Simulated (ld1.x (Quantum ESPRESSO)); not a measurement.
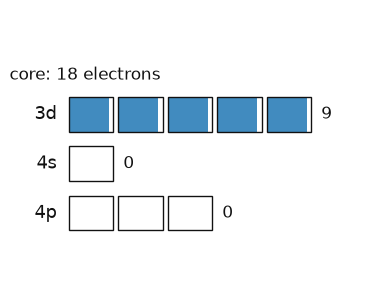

The valence shells of the reference configuration: a box for each of the 2l + 1 orbitals, shaded by the share of the shell that is filled, with the electron count at the right.

**Cu: pseudopotential generation (part 1 of 2)**

Copper (Cu, Z = 29), core [Ar], reference valence 3d9 4s0 4p0 (an ion of charge +2), valence charge 11. Computed at this level: TM potential, Wu–Cohen, scalar-relativistic, made with ld1.x (Quantum ESPRESSO) 7.5.

### Output
```
     Program LD1 v.7.5
     --------------------------- All-electron run ----------------------------

     Cu
     scalar relativistic calculation

     atomic number is 29.00
     dft =WC   lsd =0 sic =0 latt =0  beta=0.20 tr2=1.0E-14
     Exchange-correlation= WC
                           (   1   4  11   4   0   0   0)
     mesh =1199 r(mesh) = 100.25372 a.u. xmin = -7.00 dx = 0.01250
     1 Ry =  13.60569312 eV, c = 137.03599908

     n l     nl                  e(Ry)          e(Ha)          e(eV)
     1 0     1S 1( 2.00)      -652.2579      -326.1290     -8874.4214
     2 0     2S 1( 2.00)       -79.9453       -39.9727     -1087.7115
     2 1     2P 1( 6.00)       -69.2874       -34.6437      -942.7027
     3 0     3S 1( 2.00)       -10.2928        -5.1464      -140.0405
     3 1     3P 1( 6.00)        -7.1678        -3.5839       -97.5227
     3 2     3D 1( 9.00)        -2.1783        -1.0892       -29.6379
     4 0     4S 1( 0.00)        -1.6284        -0.8142       -22.1556
     4 1     4P 1( 0.00)        -1.1132        -0.5566       -15.1457

     final scf error:  9.8E-15 reached in  32 iterations

     Etot =   -3306.643956 Ry,   -1653.321978 Ha,  -44989.182935 eV

     Ekin =    3355.906460 Ry,    1677.953230 Ha,   45659.433443 eV
     Encl =   -7913.616633 Ry,   -3956.808316 Ha, -107670.239401 eV
     Eh   =    1383.918449 Ry,     691.959225 Ha,   18829.169725 eV
     Exc  =    -132.852232 Ry,     -66.426116 Ha,   -1807.546702 eV

     normalization and overlap integrals

     s(1S/1S) =  1.000000  <r> =   0.0521  <r2> =    0.0037  r(max) =   0.0341
     s(2S/2S) =  1.000000  <r> =   0.2353  <r2> =    0.0653  r(max) =   0.1960
     s(2P/2P) =  1.000000  <r> =   0.2065  <r2> =    0.0523  r(max) =   0.1585
     s(3S/3S) =  1.000000  <r> =   0.7104  <r2> =    0.5833  r(max) =   0.6112
     s(3P/3P) =  1.000000  <r> =   0.7453  <r2> =    0.6562  r(max) =   0.6189
     s(3D/3D) =  1.000000  <r> =   0.9209  <r2> =    1.1116  r(max) =   0.5961
     s(4S/4S) =  1.000000  <r> =   2.2777  <r2> =    5.9089  r(max) =   1.9304
     s(4P/4P) =  1.000000  <r> =   2.7715  <r2> =    8.7846  r(max) =   2.3577

     ------------------------ End of All-electron run ------------------------

     --------------------- Generating NC pseudopotential ---------------------

      Generating local pot.: lloc=2, matching radius rcloc =   1.0000

      Computing core charge for nlcc:

       r > 0.36 : true rho core
       r < 0.36 : rho core = a sin(br)/r    a=  46.89  b=   6.61

      Integrated core pseudo-charge :  10.71

      Wfc   4S  rcut= 1.503  Using Troullier-Martins method

      Wfc   4P  rcut= 1.979  Using Troullier-Martins method

     ------------------- End of pseudopotential generation -------------------

     --------------------------- All-electron run ----------------------------

     Cu
     scalar relativistic calculation

     atomic number is 29.00
     dft =WC   lsd =0 sic =0 latt =0  beta=0.20 tr2=1.0E-14
     Exchange-correlation= WC
                           (   1   4  11   4   0   0   0)
     mesh =1199 r(mesh) = 100.25372 a.u. xmin = -7.00 dx = 0.01250
     1 Ry =  13.60569312 eV, c = 137.03599908

     n l     nl                  e(Ry)          e(Ha)          e(eV)
     1 0     1S 1( 2.00)      -652.2579      -326.1290     -8874.4214
     2 0     2S 1( 2.00)       -79.9453       -39.9727     -1087.7115
     2 1     2P 1( 6.00)       -69.2874       -34.6437      -942.7027
     3 0     3S 1( 2.00)       -10.2928        -5.1464      -140.0405
     3 1     3P 1( 6.00)        -7.1678        -3.5839       -97.5227
     3 2     3D 1( 9.00)        -2.1783        -1.0892       -29.6379
     4 0     4S 1( 0.00)        -1.6284        -0.8142       -22.1556
     4 1     4P 1( 0.00)        -1.1132        -0.5566       -15.1457

     final scf error:  9.8E-15 reached in  32 iterations

     Etot =   -3306.643956 Ry,   -1653.321978 Ha,  -44989.182935 eV

     Ekin =    3355.906460 Ry,    1677.953230 Ha,   45659.433443 eV
     Encl =   -7913.616633 Ry,   -3956.808316 Ha, -107670.239401 eV
     Eh   =    1383.918449 Ry,     691.959225 Ha,   18829.169725 eV
     Exc  =    -132.852232 Ry,     -66.426116 Ha,   -1807.546702 eV

     normalization and overlap integrals

     s(1S/1S) =  1.000000  <r> =   0.0521  <r2> =    0.0037  r(max) =   0.0341
     s(2S/2S) =  1.000000  <r> =   0.2353  <r2> =    0.0653  r(max) =   0.1960
     s(2P/2P) =  1.000000  <r> =   0.2065  <r2> =    0.0523  r(max) =   0.1585
     s(3S/3S) =  1.000000  <r> =   0.7104  <r2> =    0.5833  r(max) =   0.6112
     s(3P/3P) =  1.000000  <r> =   0.7453  <r2> =    0.6562  r(max) =   0.6189
     s(3D/3D) =  1.000000  <r> =   0.9209  <r2> =    1.1116  r(max) =   0.5961
     s(4S/4S) =  1.000000  <r> =   2.2777  <r2> =    5.9089  r(max) =   1.9304
     s(4P/4P) =  1.000000  <r> =   2.7715  <r2> =    8.7846  r(max) =   2.3577

     ------------------------ End of All-electron run ------------------------

     Computing logarithmic derivative in   2.20114
     Computing logarithmic derivative in   2.20114
     Computing the partial wave expansion
     R is outside the sphere for l=    0 j= 0.00
     R is outside the sphere for l=    1 j= 0.00
       no projector for channel:   2

     ---------------------- Testing the pseudopotential ----------------------

     Cu
     scalar relativistic calculation

     atomic number is 29.00   valence charge is 11.00
     dft =WC   lsd =0 sic =0 latt =0  beta=0.20 tr2=1.0E-14
     mesh =1199 r(mesh) = 100.25372 xmin = -7.00 dx = 0.01250

     n l     nl             e AE (Ry)        e PS (Ry)    De AE-PS (Ry)
     3 2     3D   1( 9.00)       -2.17835       -2.17835        0.00001
     1 0     4S   1( 0.00)       -1.62841       -1.62840       -0.00000
     2 1     4P   1( 0.00)       -1.11319       -1.11319       -0.00000

     eps = 6.4E-15  iter = 20

     Etot =   -3306.643956 Ry,   -1653.321978 Ha,  -44989.182935 eV
     Etotps =  -124.499397 Ry,     -62.249698 Ha,   -1693.900584 eV

     Ekin =     160.570812 Ry,      80.285406 Ha,    2184.677199 eV
     Encl =    -318.380413 Ry,    -159.190206 Ha,   -4331.786191 eV
     Ehrt =      81.128439 Ry,      40.564220 Ha,    1103.808645 eV
     Ecxc =     -47.818235 Ry,     -23.909118 Ha,    -650.600237 eV
     (Ecc =     -25.834223 Ry,     -12.917111 Ha,    -351.492508 eV)

     ---------------------- End of pseudopotential test ----------------------
```

### Output of the test run (extracts)
```
     ---------------------- Testing the pseudopotential ----------------------

     Cu
     scalar relativistic calculation

     atomic number is 29.00   valence charge is 11.00
     dft =WC   lsd =0 sic =0 latt =0  beta=0.20 tr2=1.0E-14
     mesh =1199 r(mesh) = 100.25372 xmin = -7.00 dx = 0.01250

     n l     nl             e AE (Ry)        e PS (Ry)    De AE-PS (Ry)
     3 2     3D   1( 9.00)       -2.17835       -2.17835        0.00001
     1 0     4S   1( 0.00)       -1.62841       -1.62840       -0.00000
     2 1     4P   1( 0.00)       -1.11319       -1.11319       -0.00000

     eps = 6.4E-15  iter = 20

     Etot =   -3306.643956 Ry,   -1653.321978 Ha,  -44989.182935 eV
     Etotps =  -124.499397 Ry,     -62.249698 Ha,   -1693.900584 eV

     Ekin =     160.570812 Ry,      80.285406 Ha,    2184.677199 eV
     Encl =    -318.380413 Ry,    -159.190206 Ha,   -4331.786191 eV
     Ehrt =      81.128439 Ry,      40.564220 Ha,    1103.808646 eV
     Ecxc =     -47.818235 Ry,     -23.909118 Ha,    -650.600237 eV
     (Ecc =     -25.834223 Ry,     -12.917111 Ha,    -351.492508 eV)

     ---------------------- End of pseudopotential test ----------------------

     ---------------------- Testing the pseudopotential ----------------------

     Cu
     scalar relativistic calculation

     atomic number is 29.00   valence charge is 11.00
     dft =WC   lsd =0 sic =0 latt =0  beta=0.20 tr2=1.0E-14
     mesh =1199 r(mesh) = 100.25372 xmin = -7.00 dx = 0.01250

     n l     nl             e AE (Ry)        e PS (Ry)    De AE-PS (Ry)
     3 2     3D   1(10.00)       -0.37220       -0.36902       -0.00318
     1 0     4S   1( 1.00)       -0.33848       -0.34209        0.00360
     2 1     4P   1( 0.00)       -0.04500       -0.04657        0.00157

     eps = 6.7E-16  iter = 25

     Etot =   -3308.807024 Ry,   -1654.403512 Ha,  -45018.612978 eV
     Etotps =  -126.661289 Ry,     -63.330644 Ha,   -1723.314627 eV
     dEtot_ae =      -2.163068 Ry
     dEtot_ps =      -2.161892 Ry,   Delta E=      -0.001176 Ry

     Ekin =     162.177561 Ry,      81.088781 Ha,    2206.538131 eV
     Encl =    -339.396879 Ry,    -169.698440 Ha,   -4617.729786 eV
     Ehrt =      99.221530 Ry,      49.610765 Ha,    1349.977686 eV
     Ecxc =     -49.147912 Ry,     -24.573956 Ha,    -668.691410 eV
     (Ecc =     -25.834223 Ry,     -12.917111 Ha,    -351.492508 eV)
     Epseu=       0.484411 Ry,       0.242206 Ha,       6.590752 eV

     ---------------------- End of pseudopotential test ----------------------

     ---------------------- Testing the pseudopotential ----------------------

     Cu
     scalar relativistic calculation

     atomic number is 29.00   valence charge is 11.00
     dft =WC   lsd =0 sic =0 latt =0  beta=0.20 tr2=1.0E-14
     mesh =1199 r(mesh) = 100.25372 xmin = -7.00 dx = 0.01250

     n l     nl             e AE (Ry)        e PS (Ry)    De AE-PS (Ry)
     3 2     3D   1(10.00)       -1.00383       -0.99583       -0.00801  !
     1 0     4S   1( 0.00)       -0.86454       -0.87037        0.00584  !
     2 1     4P   1( 0.00)       -0.46954       -0.47431        0.00477

     eps = 3.3E-15  iter = 13

     Etot =   -3308.212275 Ry,   -1654.106137 Ha,  -45010.520997 eV
     Etotps =  -126.061735 Ry,     -63.030867 Ha,   -1715.157275 eV
     dEtot_ae =      -1.568319 Ry
     dEtot_ps =      -1.562338 Ry,   Delta E=      -0.005981 Ry

     Ekin =     163.611035 Ry,      81.805518 Ha,    2226.041535 eV
     Encl =    -333.354454 Ry,    -166.677227 Ha,   -4535.518408 eV
     Ehrt =      92.574222 Ry,      46.287111 Ha,    1259.536458 eV
     Ecxc =     -48.892537 Ry,     -24.446269 Ha,    -665.216860 eV
     (Ecc =     -25.834223 Ry,     -12.917111 Ha,    -351.492508 eV)

     ---------------------- End of pseudopotential test ----------------------

     ---------------------- Testing the pseudopotential ----------------------

     Cu
     scalar relativistic calculation

     atomic number is 29.00   valence charge is 11.00
     dft =WC   lsd =0 sic =0 latt =0  beta=0.20 tr2=1.0E-14
     mesh =1199 r(mesh) = 100.25372 xmin = -7.00 dx = 0.01250

     n l     nl             e AE (Ry)        e PS (Ry)    De AE-PS (Ry)
     3 2     3D   1( 8.00)       -3.59613       -3.63532        0.03919  !
     1 0     4S   1( 0.00)       -2.52010       -2.52591        0.00581  !
     2 1     4P   1( 0.00)       -1.89815       -1.89815        0.00000

     eps = 5.4E-15  iter = 12

     Etot =   -3303.775111 Ry,   -1651.887555 Ha,  -44950.150302 eV
     Etotps =  -121.613745 Ry,     -60.806872 Ha,   -1654.639291 eV
     dEtot_ae =       2.868846 Ry
     dEtot_ps =       2.885652 Ry,   Delta E=      -0.016806 Ry

     Ekin =     154.784411 Ry,      77.392205 Ha,    2105.949193 eV
     Encl =    -298.553528 Ry,    -149.276764 Ha,   -4062.027686 eV
     Ehrt =      68.495570 Ry,      34.247785 Ha,     931.929709 eV
     Ecxc =     -46.340198 Ry,     -23.170099 Ha,    -630.490507 eV
     (Ecc =     -25.834223 Ry,     -12.917111 Ha,    -351.492508 eV)

     ---------------------- End of pseudopotential test ----------------------

     ---------------------- Testing the pseudopotential ----------------------

     Cu
     scalar relativistic calculation

     atomic number is 29.00   valence charge is 11.00
     dft =WC   lsd =0 sic =0 latt =0  beta=0.20 tr2=1.0E-14
     mesh =1199 r(mesh) = 100.25372 xmin = -7.00 dx = 0.01250

     n l     nl             e AE (Ry)        e PS (Ry)    De AE-PS (Ry)
     3 2     3D   1(10.00)       -0.52829       -0.52051       -0.00778  !
     1 0     4S   1( 0.00)       -0.44448       -0.44735        0.00287
     2 1     4P   1( 1.00)       -0.12188       -0.12292        0.00104

     eps = 2.4E-15  iter = 21

     Etot =   -3308.497212 Ry,   -1654.248606 Ha,  -45014.397764 eV
     Etotps =  -126.349529 Ry,     -63.174764 Ha,   -1719.072915 eV
     dEtot_ae =      -1.853256 Ry
     dEtot_ps =      -1.850132 Ry,   Delta E=      -0.003124 Ry

     Ekin =     163.254293 Ry,      81.627146 Ha,    2221.187810 eV
     Encl =    -338.205485 Ry,    -169.102743 Ha,   -4601.520042 eV
     Ehrt =      97.565426 Ry,      48.782713 Ha,    1327.445251 eV
     Ecxc =     -49.060841 Ry,     -24.530420 Ha,    -667.506741 eV
     (Ecc =     -25.834223 Ry,     -12.917111 Ha,    -351.492508 eV)
     Epseu=       0.097078 Ry,       0.048539 Ha,       1.320807 eV

     ---------------------- End of pseudopotential test ----------------------

     ---------------------- Testing the pseudopotential ----------------------

     Cu
     scalar relativistic calculation

     atomic number is 29.00   valence charge is 11.00
     dft =WC   lsd =0 sic =0 latt =0  beta=0.20 tr2=1.0E-14
     mesh =1199 r(mesh) = 100.25372 xmin = -7.00 dx = 0.01250

     n l     nl             e AE (Ry)        e PS (Ry)    De AE-PS (Ry)
     3 2     3D   1( 9.00)       -0.85254       -0.86167        0.00913  !
     1 0     4S   1( 1.00)       -0.52688       -0.52639       -0.00049
     2 1     4P   1( 1.00)       -0.15272       -0.15266       -0.00006

     eps = 8.4E-15  iter = 22

     Etot =   -3308.299502 Ry,   -1654.149751 Ha,  -45011.707777 eV
     Etotps =  -126.153875 Ry,     -63.076937 Ha,   -1716.410903 eV
     dEtot_ae =      -1.655545 Ry
     dEtot_ps =      -1.654478 Ry,   Delta E=      -0.001067 Ry

     Ekin =     159.151351 Ry,      79.575676 Ha,    2165.364443 eV
     Encl =    -331.887148 Ry,    -165.943574 Ha,   -4515.554687 eV
     Ehrt =      94.195808 Ry,      47.097904 Ha,    1281.599253 eV
     Ecxc =     -48.456100 Ry,     -24.228050 Ha,    -659.278833 eV
     (Ecc =     -25.834223 Ry,     -12.917111 Ha,    -351.492508 eV)
     Epseu=       0.842215 Ry,       0.421108 Ha,      11.458921 eV

     ---------------------- End of pseudopotential test ----------------------
```

(Continued in part 2.) Outcome of the run: generated, with a ghost state.
